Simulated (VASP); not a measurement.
Band structure of Dy (hcp). Computed with TPSS meta-GGA, VASP's PBE PAW potentials (set 64) (plane waves; VASP 6.6.1).

The 4f electrons are frozen in the core of the lanthanide potential, so 4f levels, which can set the real gap, and their magnetism are missing.

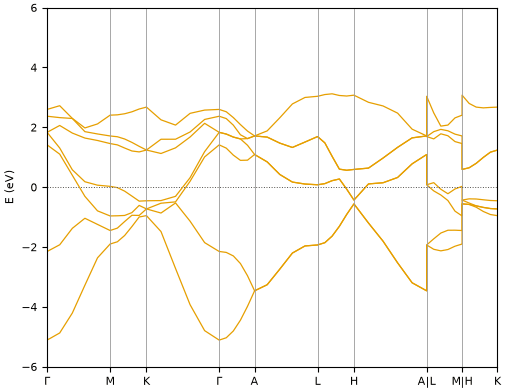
Figure: Bands along high-symmetry lines, zero at the valence-band maximum or, without a gap, the Fermi level

Problem. Read the plot: is there a gap, and where are the band edges?

Solution. It has no gap at this level: it comes out as a metal or semimetal.

The compound is Dy in the hcp structure. It was relaxed first.
